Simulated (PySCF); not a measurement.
**C5H11NOSi2 (SMILES C#CCC(=C)[SiH2]O[SiH2]N): density, localisation and related maps**

```
atom    x (Å)    y (Å)    z (Å)
   C  -3.3065   1.8836  -1.6257
   C  -3.0332   1.0432  -0.8189
   C  -2.6926   0.0068   0.1344
   C  -1.3363  -0.5778  -0.1732
   C  -1.2124  -1.8505  -0.5224
  Si   0.1280   0.6055  -0.0491
   O   1.4528  -0.3087  -0.1828
  Si   3.0495  -0.5651  -0.2906
   N   3.8115   0.4902   0.8340
   H  -3.5546   2.6255  -2.3241
   H  -2.6796   0.4491   1.1360
   H  -3.4641  -0.7697   0.1068
   H  -0.2469  -2.2755  -0.7406
   H  -2.0575  -2.5208  -0.5994
   H   0.1240   1.6032  -1.1185
   H   0.1452   1.2504   1.2709
   H   3.5241  -0.1734  -1.6141
   H   3.1518  -2.0046  -0.0310
   H   4.8126   0.4687   0.9302
   H   3.3790   0.6304   1.7333
```

Geometry: GFN2-xTB.

These are results of PBE0/pcSseg-1, SCF density, gas phase, non-relativistic in PySCF, not measurements.

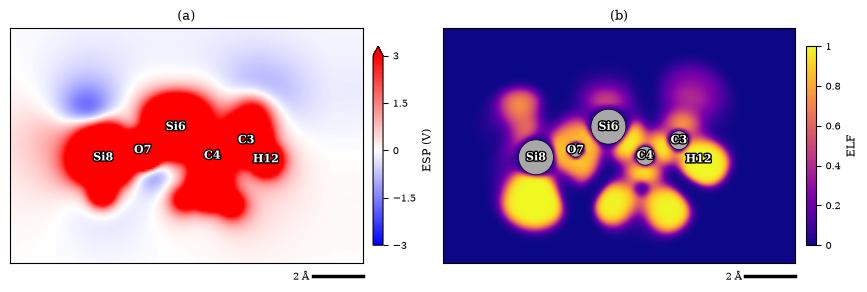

Figure 1. (a) electrostatic potential; (b) ELF on the plane of atoms Si6, O7 and Si8. Grey discs cover the atomic cores in the ELF map.

Q: Read the bonding off the picture.

A:
- The section cuts through C, Si, O and H sites.
- Si–O (1.62 Å): the ELF peaks at about 0.85 between the atoms: a polar covalent bond.
- C–Si (1.89 Å): the ELF peaks at about 1 between the atoms (a covalent bond).
- The ELF also peaks beside O7, away from the bonds: lone-pair regions.
- Outside the dense part of the molecule the potential is most negative (−1.7 V) near N9, which lies off the plane.

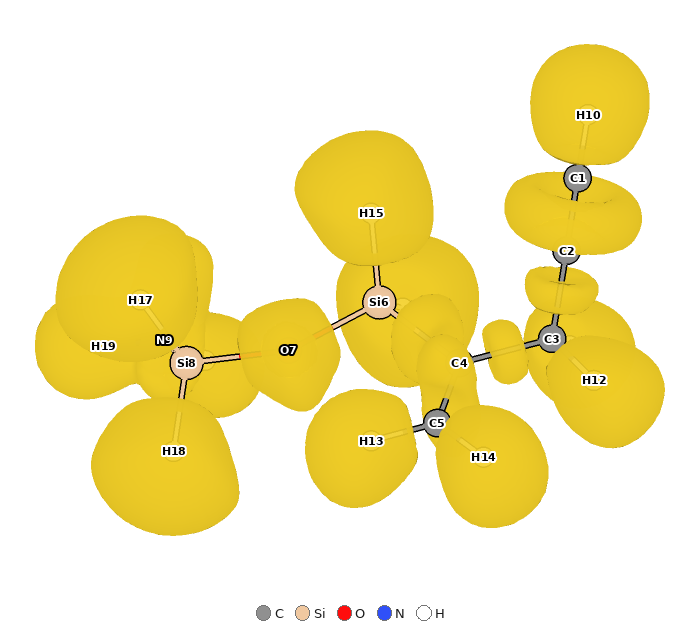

Figure 2. Isosurface of the ELF at 0.75 (yellow), seen at a tilt. Core shells and regions of very low density are left out.

Q: Describe the localisation domains.

A: The ELF exceeds this value in four regions between bonded C–C atoms (shared pairs), one region between bonded C–Si atoms (shared pairs), nine regions around hydrogen nuclei, one region on O in which the atom's valence shell and bonds are merged and one joined region spread over several atoms (H, N), in which their bonds and any lone pairs are merged. Along the contacts the grid gives the following. C–C (1.20 Å): the ELF peaks at about 0.85 between the atoms (a short, multiple covalent bond).

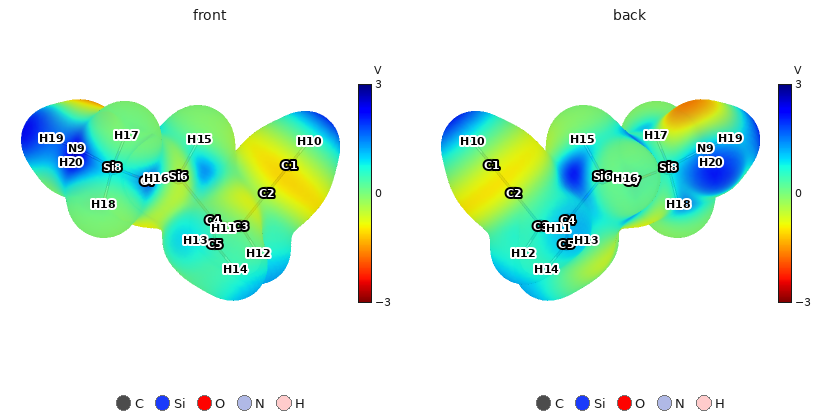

Figure 3. The electrostatic potential painted on the density surface at 0.004 e/bohr³, seen from the front and from behind; red is negative and blue positive.

Q: Where is the surface potential most negative and most positive?

A: The most negative region (about −1.6 V) lies over N9, the most positive (about +2.3 V) over Si8 and H19. N9 is the likeliest acceptor of a hydrogen bond.

Q: What dipole moment does the calculation give?

A: Its dipole moment is 1.65 D.
